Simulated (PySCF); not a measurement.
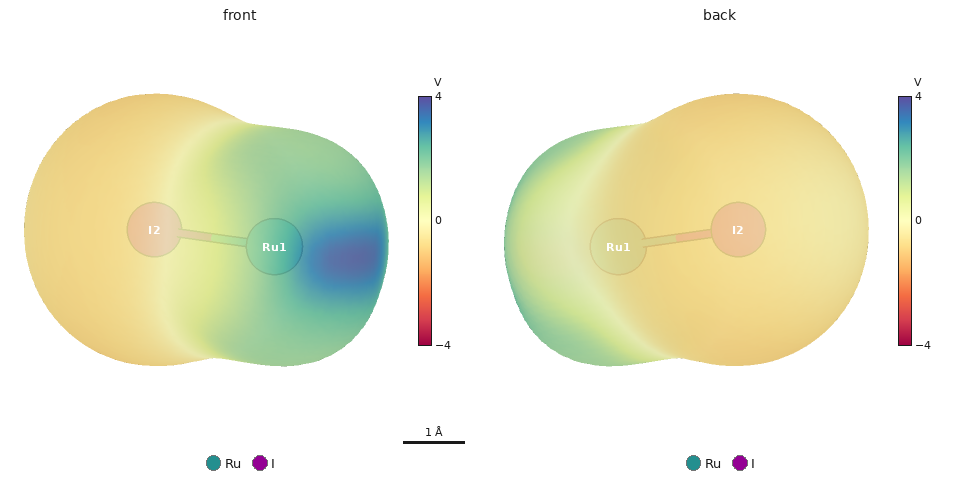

RuI (quartet). The electrostatic potential painted on the density surface at 0.002 e/bohr³, seen from the front and from behind; the colour scale runs from red (negative) to blue (positive).

Core potentials replace the inner electrons of Ru and I.

The calculation used PBE0/def2-TZVPP, non-relativistic Hamiltonian with scalar-relativistic core potentials where named, at a bond length of 2.561 Å in PySCF 2.14.0.

```xyz
2

Ru    0.0000    0.0000   -1.4204
I     0.0000    0.0000    1.1406
```

**Describe the electrostatic potential map.**

The most negative region (about −0.9 V) lies over I2, the most positive (about +3.6 V) over Ru1.
